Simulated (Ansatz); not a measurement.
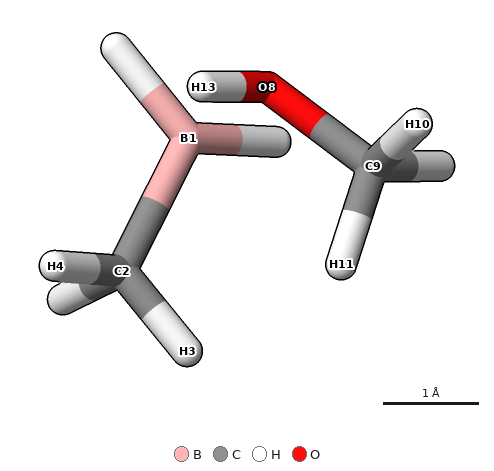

**Figure 1.** The starting structure (stick view, seen at a tilt; atoms are numbered from 1 in the order of the input). Bond lengths as drawn: B–C 1.61 Å, B–H 1.22 Å, C–H 1.10 to 1.11 Å, C–O 1.45 Å and H–O 0.98 Å.

**C2H9BO: nudged elastic band (part 1 of 2)**

The run: nudged elastic band of C2H9BO. Method and program: RKS PBE-D4/6-31G* (Ansatz 0.2.0).

It belongs to a series of runs on one base structure; here: band between the two ends. Figures and captions count atoms from 1; the log counts them from 0 in places.

Input
```yaml
crystal:
  periodic: [false, false, false]
  atoms:
    - { symbol: B, position_ang: [0.231429, -0.174484, 0.21932] }
    - { symbol: C, position_ang: [-0.336466, 0.079529, 1.702388] }
    - { symbol: H, position_ang: [-1.379569, -0.249679, 1.876149] }
    - { symbol: H, position_ang: [0.28885, -0.354779, 2.510204] }
    - { symbol: H, position_ang: [-0.332403, 1.171271, 1.883699] }
    - { symbol: H, position_ang: [1.398283, 0.136826, 0.047376] }
    - { symbol: H, position_ang: [-0.51016, 0.114045, -0.704879] }
    - { symbol: O, position_ang: [0.364774, -1.863538, -0.000285] }
    - { symbol: C, position_ang: [-0.891973, -2.592421, 0.008052] }
    - { symbol: H, position_ang: [-0.685399, -3.661199, -0.156257] }
    - { symbol: H, position_ang: [-1.438248, -2.432709, 0.951529] }
    - { symbol: H, position_ang: [-1.470253, -2.17796, -0.827705] }
    - { symbol: H, position_ang: [0.912734, -2.172601, 0.753711] }
basis:
  gaussian: { orbitals: "6-31G*" }
hamiltonian:
  xc: pbe
  dispersion: d4
neb:
  order_check: false
  images: 7
  f_tol: 0.03
  max_iterations: 60
  final_atoms:
    - { symbol: B, position_ang: [0.22455524, -0.51895672, -0.72821097] }
    - { symbol: C, position_ang: [-0.04023693, -0.12680012, 2.66426388] }
    - { symbol: H, position_ang: [-1.07207664, -0.3156301, 2.99764964] }
    - { symbol: H, position_ang: [0.58593514, 0.13139563, 3.53185798] }
    - { symbol: H, position_ang: [-0.03415564, 0.71067141, 1.94954812] }
    - { symbol: H, position_ang: [1.29060511, 0.04520902, -0.75950368] }
    - { symbol: H, position_ang: [-0.83792932, 0.05948413, -0.82148705] }
    - { symbol: O, position_ang: [0.2674915, -1.86531657, -0.59356883] }
    - { symbol: C, position_ang: [-0.92491789, -2.65499817, -0.5486044] }
    - { symbol: H, position_ang: [-0.93921164, -3.21311434, 0.40301291] }
    - { symbol: H, position_ang: [-1.83101057, -2.02631387, -0.62446031] }
    - { symbol: H, position_ang: [-0.90084187, -3.37613483, -1.38355201] }
    - { symbol: H, position_ang: [0.36339251, -1.02719448, 2.17635673] }
  initial_path:
    images:
      - { positions_ang: [[0.231429, -0.174484, 0.21932], [-0.336466, 0.079529, 1.702388], [-1.379569, -0.249679, 1.876149], [0.28885, -0.354779, 2.510204], [-0.332403, 1.171271, 1.883699], [1.398283, 0.136826, 0.047376], [-0.51016, 0.114045, -0.704879], [0.364774, -1.863538, -0.000285], [-0.891973, -2.592421, 0.008052], [-0.685399, -3.661199, -0.156257], [-1.438248, -2.432709, 0.951529], [-1.470253, -2.17796, -0.827705], [0.912734, -2.172601, 0.753711]] }
      - { positions_ang: [[0.2038057, -0.14776276, 0.15371506], [-0.26000735, 0.07695233, 1.75083608], [-1.30329518, -0.2250231, 1.95778339], [0.38075214, -0.43109914, 2.47612341], [-0.18937035, 1.15264577, 1.96711487], [1.34677264, 0.05941299, -0.10202683], [-0.59708878, 0.07406672, -0.70851483], [0.21193509, -1.80194145, 0.14470675], [-0.86849292, -2.61621348, -0.03718906], [-0.58079574, -3.65324067, -0.09761114], [-1.54761954, -2.52328571, 0.73124627], [-1.27351158, -2.25259612, -0.93491874], [0.62851488, -1.88961436, 0.96203675]] }
      - { positions_ang: [[0.17618239, -0.12104151, 0.08811012], [-0.18354871, 0.07437565, 1.79928417], [-1.22702135, -0.2003672, 2.03941778], [0.47265427, -0.50741929, 2.44204282], [-0.04633771, 1.13402053, 2.05053073], [1.29526228, -0.01800002, -0.25142965], [-0.68401756, 0.03408845, -0.71215066], [0.05909617, -1.74034491, 0.2896985], [-0.84501285, -2.64000597, -0.08243011], [-0.47619247, -3.64528234, -0.03896527], [-1.65699109, -2.61386242, 0.51096354], [-1.07677015, -2.32723224, -1.04213247], [0.34429576, -1.60662772, 1.1703625]] }
      - { positions_ang: [[0.14855909, -0.09432027, 0.02250518], [-0.10709006, 0.07179898, 1.84773225], [-1.15074753, -0.17571131, 2.12105218], [0.56455641, -0.58373943, 2.40796223], [0.09669494, 1.1153953, 2.1339466], [1.24375192, -0.09541304, -0.40083248], [-0.77094634, -0.00588983, -0.71578649], [-0.09374274, -1.67874836, 0.43469025], [-0.82153277, -2.66379845, -0.12767117], [-0.37158921, -3.63732401, 0.01968059], [-1.76636263, -2.70443914, 0.29068081], [-0.88002873, -2.40186836, -1.14934621], [0.06007664, -1.32364108, 1.37868826]] }
      - { positions_ang: [[0.12093579, -0.06759903, -0.04309976], [-0.03063142, 0.06922231, 1.89618034], [-1.0744737, -0.15105541, 2.20268657], [0.65645855, -0.66005958, 2.37388164], [0.23972759, 1.09677006, 2.21736247], [1.19224156, -0.17282605, -0.55023531], [-0.85787512, -0.0458681, -0.71942233], [-0.24658165, -1.61715182, 0.57968201], [-0.79805269, -2.68759094, -0.17291223], [-0.26698595, -3.62936568, 0.07832646], [-1.87573417, -2.79501585, 0.07039809], [-0.68328731, -2.47650448, -1.25655995], [-0.22414248, -1.04065444, 1.58701401]] }
      - { positions_ang: [[0.14684065, -0.18043845, -0.21437756], [-0.0330328, 0.0202167, 2.08820123], [-1.07387444, -0.19219908, 2.40142734], [0.6388277, -0.46219578, 2.66337573], [0.17125678, 1.0002454, 2.15040888], [1.21683245, -0.11831728, -0.6025524], [-0.85288867, -0.01953004, -0.74493851], [-0.11806336, -1.67919301, 0.2863693], [-0.82976899, -2.67944274, -0.26683527], [-0.43504237, -3.52530284, 0.15949807], [-1.86455327, -2.60284035, -0.10331651], [-0.73767595, -2.70141207, -1.28830796], [-0.07725873, -1.03728945, 1.73434969]] }
      - { positions_ang: [[0.17274551, -0.29327787, -0.38565537], [-0.03543417, -0.02878891, 2.28022211], [-1.07327517, -0.23334275, 2.6001681], [0.62119684, -0.26433198, 2.95286981], [0.10278598, 0.90372073, 2.08345529], [1.24142334, -0.06380851, -0.6548695], [-0.84790222, 0.00680801, -0.77045469], [0.01045493, -1.74123419, -0.00694341], [-0.86148529, -2.67129455, -0.36075831], [-0.6030988, -3.42124001, 0.24066968], [-1.85337237, -2.41066486, -0.27703111], [-0.79206459, -2.92631966, -1.32005598], [0.06962502, -1.03392446, 1.88168537]] }
      - { positions_ang: [[0.19865037, -0.4061173, -0.55693317], [-0.03783555, -0.07779451, 2.472243], [-1.07267591, -0.27448642, 2.79890887], [0.60356599, -0.06646817, 3.2423639], [0.03431517, 0.80719607, 2.0165017], [1.26601422, -0.00929975, -0.70718659], [-0.84291577, 0.03314607, -0.79597087], [0.13897321, -1.80327538, -0.30025612], [-0.89320159, -2.66314636, -0.45468136], [-0.77115522, -3.31717717, 0.32184129], [-1.84219147, -2.21848936, -0.45074571], [-0.84645323, -3.15122724, -1.35180399], [0.21650876, -1.03055947, 2.02902105]] }
      - { positions_ang: [[0.22455524, -0.51895672, -0.72821097], [-0.04023693, -0.12680012, 2.66426388], [-1.07207664, -0.3156301, 2.99764964], [0.58593514, 0.13139563, 3.53185798], [-0.03415564, 0.71067141, 1.94954812], [1.29060511, 0.04520902, -0.75950368], [-0.83792932, 0.05948413, -0.82148705], [0.2674915, -1.86531657, -0.59356883], [-0.92491789, -2.65499817, -0.5486044], [-0.93921164, -3.21311434, 0.40301291], [-1.83101057, -2.02631387, -0.62446031], [-0.90084187, -3.37613483, -1.38355201], [0.36339251, -1.02719448, 2.17635673]] }
```

Command:
```bash
ansatz run input.yaml --threads 1 --pin off --max-ram 2048MiB --backend cpu --events-out ev --progress --plain --runs-dir out
```

The program's output
```
Engine: ansatz 0.2.0, aarch64-unknown-linux-gnu
Functional definition: PBE
  parameter kappa = 0.804
  parameter beta = 0.06672455060314922
  exchange = pbe_x(kappa = kappa, mu = beta*pi^2/3)
  correlation = pbe_c(beta = beta)
1022 factors; their error is unknown
mean field evaluation 1: about -4928.1228 eV, gradient 6.0e1 eV
mean field evaluation 2: about -4919.9222 eV, gradient 8.1e1 eV
mean field evaluation 4: about -4936.6223 eV, gradient 5.9e0 eV
mean field evaluation 8: about -4936.6868 eV, gradient 5.9e-2 eV
mean field evaluation 16: about -4936.6218 eV, gradient 8.4e-5 eV
mean field -4936.62180398 eV, -181.4175051338 hartree, gradient 1.2e-5 eV, S^2 0.000000; 0 other end points of the search recorded, 0 dependent functions left out
the calculation of the forces begins
reference -4936.62182903 eV, -181.4175060544 hartree; 17, 17 occupied and 61, 61 virtual orbitals, 1022 factors
1022 factors; their error is unknown
mean field evaluation 32: about -4937.7603 eV, gradient 1.7e-3 eV
mean field -4937.76028936 eV, -181.4593436997 hartree, gradient 1.3e-5 eV, S^2 0.000000; 0 other end points of the search recorded, 0 dependent functions left out
[... from here on the field's lines of each further geometry are left out, up to the last ...]
NEB iter   1: max|band force component| = 6.361e0 eV/Å  barrier→ = 4.1225 eV  barrier← = 5.2216 eV  Δτ_max = 0.2000 Å  (235 SCF iters)
NEB iter   2: max|band force component| = 3.434e0 eV/Å  barrier→ = 2.0484 eV  barrier← = 3.1476 eV  Δτ_max = 0.2000 Å  (213 SCF iters)
NEB iter   3: max|band force component| = 1.364e0 eV/Å  barrier→ = 1.4243 eV  barrier← = 2.5234 eV  Δτ_max = 0.2000 Å  (210 SCF iters)
NEB iter   4: max|band force component| = 1.195e0 eV/Å  barrier→ = 1.1417 eV  barrier← = 2.2409 eV  Δτ_max = 0.1997 Å  (192 SCF iters)
NEB iter   5: max|band force component| = 7.144e-1 eV/Å  barrier→ = 0.9907 eV  barrier← = 2.0899 eV  Δτ_max = 0.1983 Å  (191 SCF iters)
NEB iter   6: max|band force component| = 9.111e-1 eV/Å  barrier→ = 0.7907 eV  barrier← = 1.8899 eV  Δτ_max = 0.1001 Å  (191 SCF iters)
NEB iter   7: max|band force component| = 5.987e-1 eV/Å  barrier→ = 0.5579 eV  barrier← = 1.6571 eV  Δτ_max = 0.1004 Å  (191 SCF iters)
NEB iter   8: max|band force component| = 9.092e-1 eV/Å  barrier→ = 0.4085 eV  barrier← = 1.5077 eV  Δτ_max = 0.0499 Å  (190 SCF iters)
NEB iter   9: max|band force component| = 9.663e-1 eV/Å  barrier→ = 0.3261 eV  barrier← = 1.4252 eV  Δτ_max = 0.1015 Å  (198 SCF iters)
NEB iter  10: max|band force component| = 9.150e-1 eV/Å  barrier→ = 0.4566 eV  barrier← = 1.5558 eV  Δτ_max = 0.2000 Å  (194 SCF iters)
NEB iter  11: max|band force component| = 1.248e0 eV/Å  barrier→ = 0.5584 eV  barrier← = 1.6575 eV  Δτ_max = 0.1001 Å  (199 SCF iters)
NEB iter  12: max|band force component| = 1.488e0 eV/Å  barrier→ = 0.4972 eV  barrier← = 1.5963 eV  CI = image 5  Δτ_max = 0.2000 Å  (193 SCF iters)
NEB iter  13: max|band force component| = 1.186e0 eV/Å  barrier→ = 0.8356 eV  barrier← = 1.9347 eV  CI = image 5  Δτ_max = 0.1991 Å  (198 SCF iters)
NEB iter  14: max|band force component| = 5.748e-1 eV/Å  barrier→ = 1.0837 eV  barrier← = 2.1828 eV  CI = image 5  Δτ_max = 0.1888 Å  (198 SCF iters)
NEB iter  15: max|band force component| = 4.731e-1 eV/Å  barrier→ = 0.9872 eV  barrier← = 2.0864 eV  CI = image 5  Δτ_max = 0.0987 Å  (194 SCF iters)
NEB iter  16: max|band force component| = 1.887e-1 eV/Å  barrier→ = 0.9485 eV  barrier← = 2.0477 eV  CI = image 5  Δτ_max = 0.1965 Å  (192 SCF iters)
NEB iter  17: max|band force component| = 2.425e-1 eV/Å  barrier→ = 0.9248 eV  barrier← = 2.0240 eV  CI = image 5  Δτ_max = 0.0986 Å  (191 SCF iters)
NEB iter  18: max|band force component| = 7.574e-1 eV/Å  barrier→ = 0.9165 eV  barrier← = 2.0156 eV  CI = image 5  Δτ_max = 0.0493 Å  (191 SCF iters)
NEB iter  19: max|band force component| = 1.900e-1 eV/Å  barrier→ = 0.9124 eV  barrier← = 2.0116 eV  CI = image 5  Δτ_max = 0.0975 Å  (195 SCF iters)
NEB iter  20: max|band force component| = 1.002e-1 eV/Å  barrier→ = 0.9119 eV  barrier← = 2.0111 eV  CI = image 5  Δτ_max = 0.0977 Å  (192 SCF iters)
NEB iter  21: max|band force component| = 8.351e-2 eV/Å  barrier→ = 0.9112 eV  barrier← = 2.0103 eV  CI = image 5  Δτ_max = 0.0315 Å  (193 SCF iters)
NEB iter  22: max|band force component| = 4.581e-2 eV/Å  barrier→ = 0.9108 eV  barrier← = 2.0100 eV  CI = image 5  Δτ_max = 0.0148 Å  (181 SCF iters)
NEB iter  23: max|band force component| = 3.649e-2 eV/Å  barrier→ = 0.9108 eV  barrier← = 2.0099 eV  CI = image 5  Δτ_max = 0.0209 Å  (185 SCF iters)
the calculation of the forces begins
reference -4937.71684112 eV, -181.4577470065 hartree; 17, 17 occupied and 61, 61 virtual orbitals, 1022 factors
1022 factors; their error is unknown
mean field evaluation 1408: about -4935.7818 eV, gradient 3.5e-1 eV
mean field -4935.71635387 eV, -181.3842304562 hartree, gradient 2.2e-5 eV, S^2 0.000000; 1 other end points of the search recorded, 0 dependent functions left out
the calculation of the forces begins
reference -4935.71637767 eV, -181.3842313308 hartree; 17, 17 occupied and 61, 61 virtual orbitals, 1022 factors
NEB iter  24: max|band force component| = 2.303e-2 eV/Å  barrier→ = 0.9107 eV  barrier← = 2.0099 eV  CI = image 5  Δτ_max = 0.0000 Å  (351 SCF iters)
```
